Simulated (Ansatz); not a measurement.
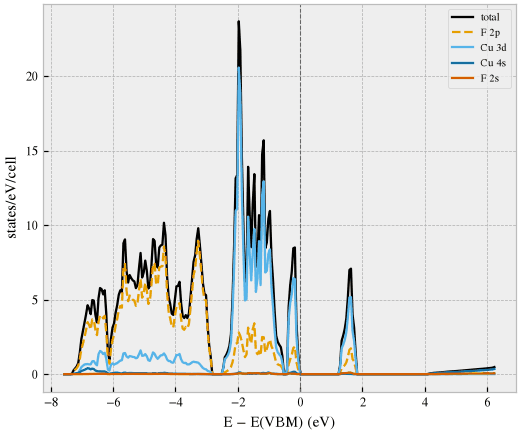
Fig. 1. Total and projected density of states of CuF₂ in space group P2_1/c (No. 14; Cu on 2b, F on 4e), plane-wave PAW r²SCAN (Ansatz code)

Problem. Which orbitals carry the states next to the gap?

Solution. Top 1 eV of the valence band: Cu 3d 75 %, F 2p 23 %. Bottom 1 eV of the conduction band: Cu 3d 74 %, F 2p 23 %. Projections are on Löwdin-orthogonalised atomic valence shells; empty p or d shells of many metals are not among them.

Problem. Where is the tallest occupied peak in this window, and what makes it?

Solution. Near -2.0 eV, about 24 states/eV per cell; the largest projected share is Cu 3d.

The workflow started from a Materials Project entry (that database holds measured and hypothetical structures alike); the Crystallography Open Database files this formula in space group No. 14, but the cells were not matched. Whether it is the stable phase at ambient conditions was not checked. The r²SCAN relaxation kept the symmetry of its start, as lowered by the spin order; its stability against distortions is not shown here. The final state is antiferromagnetic, chosen from 2 collinear starts compared on coarse meshes (ties went to the first, and starts can fall back to one state), not a proven ground state. Other orbital occupations within this spin state were not tried. No Hubbard U is applied.

Potentials: the later of the program's two PAW sets.
